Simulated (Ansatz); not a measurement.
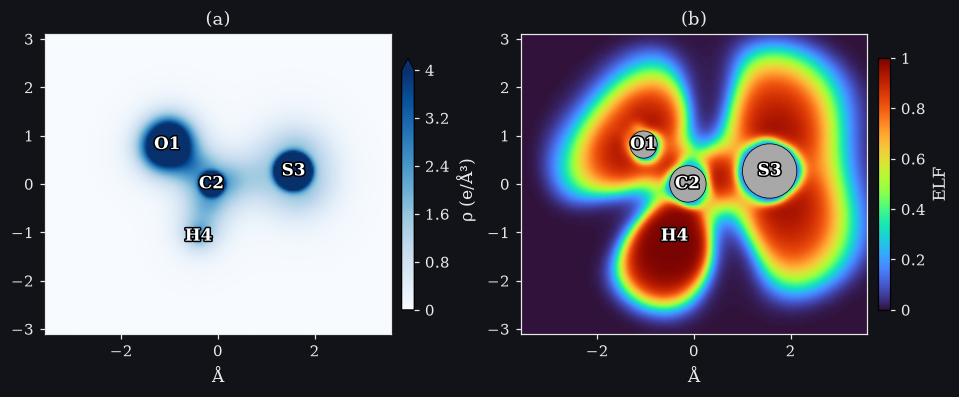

Figure. CHOS (SMILES O=C[S-]) (charge −1). (a) total electron density; (b) electron localisation function on the molecular plane. Grey discs cover the atomic cores in the ELF map.

Geometry: PBE0-D4/def2-TZVPD.

Level of theory: RKS PBE0-D4/def2-TZVPPD (Ansatz).

```
atom    x (Å)    y (Å)    z (Å)
   O  -0.9061   0.4789   0.8369
   C  -0.0914   0.0852   0.0093
   S   1.0920  -1.1439   0.1466
   H  -0.0946   0.5798  -0.9928
```

What do the fields say about this system?

Answer.
- The section cuts through O, C, S and H sites.
- C–O (1.23 Å): the density is about 3.2 e/Å³ at the midpoint; the ELF peaks at about 0.85 between the atoms: a short, multiple covalent bond.
- C–S (1.71 Å): ρ is about 1.5 e/Å³ halfway; the ELF peaks at about 0.90 between the atoms, as expected for a covalent bond.
- C–H (1.12 Å): ρ at the midpoint is about 2 e/Å³; the ELF climbs to about 1 towards the hydrogen, as it does in any bond to H (an ordinary covalent bond to hydrogen).
- The ELF also peaks beside S3 and O1, away from the bonds: lone-pair regions.
